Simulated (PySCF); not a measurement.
Vertical excitations of a molecule C₂H₄FNOSi from TDA-CAM-B3LYP/def2-SVPD (PySCF 2.14.0), as energy in eV (oscillator strength): 7.56 (0.011), 7.82 (0.009), 7.86 (0.005), 8.20 (0.002), 8.27 (0.009), 8.76 (0.041), 8.86 (0.004), 8.95 (0.011), 9.05 (0.043), 9.21 (0.042). Lowest triplet (TDA): 6.59 eV. Geometry: PBE0-D3(BJ)/def2-SVP. One conformer was computed; it need not be the lowest.

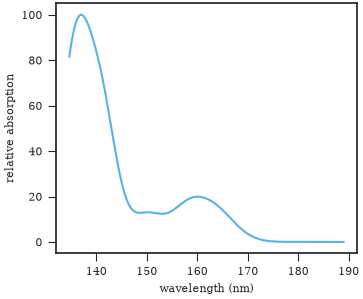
Figure. The lines broadened by 0.4 eV.

### Question
Pick the molecule that these values belong to.
A) F[Si@@H]1CN=CO1
B) C[Si@@H](F)OC#N
C) C#C[Si@](N)(O)F
D) N#CO[SiH2]CF

### Answer
B, C[Si@@H](F)OC#N
